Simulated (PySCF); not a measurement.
```xyz
17

Si    0.0621    0.6328    0.3300
H     0.0017    0.8522    1.8154
C     1.8577    0.3471   -0.1626
H     2.3008   -0.4963    0.3889
H     2.4683    1.2406    0.0419
H     1.9340    0.1262   -1.2397
C    -0.6179    2.1567   -0.5403
H    -1.6727    2.3281   -0.2745
H    -0.5590    2.0436   -1.6348
H    -0.0500    3.0588   -0.2639
C    -0.9907   -0.8783   -0.0939
C    -0.5245   -2.1847    0.5419
H    -1.0138   -0.9729   -1.1948
H    -2.0301   -0.6559    0.2064
H    -1.1657   -3.0342    0.2570
H     0.5041   -2.4405    0.2409
H    -0.5329   -2.1237    1.6422
```

Geometry: PBE0-D3(BJ)/def2-SVP.

Level of theory: PBE0/pcSseg-1, SCF density, gas phase, non-relativistic in PySCF.

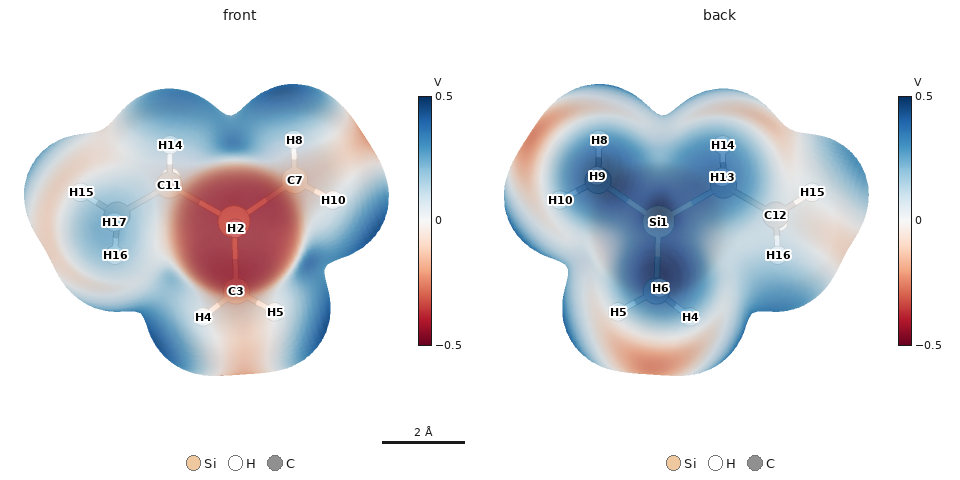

C₄H₁₂Si (SMILES [H][Si](C)(C)CC). The electrostatic potential painted on the density surface at 0.001 e/bohr³, seen from the front and from behind; the colour scale runs from red (negative) to blue (positive).

Where is the surface potential most negative and most positive?

The most negative region (about −0.4 V) lies over H2, the most positive (about +0.5 V) over the H and Si atoms.

How polar is the molecule by this calculation?

Its dipole moment is 0.58 D.
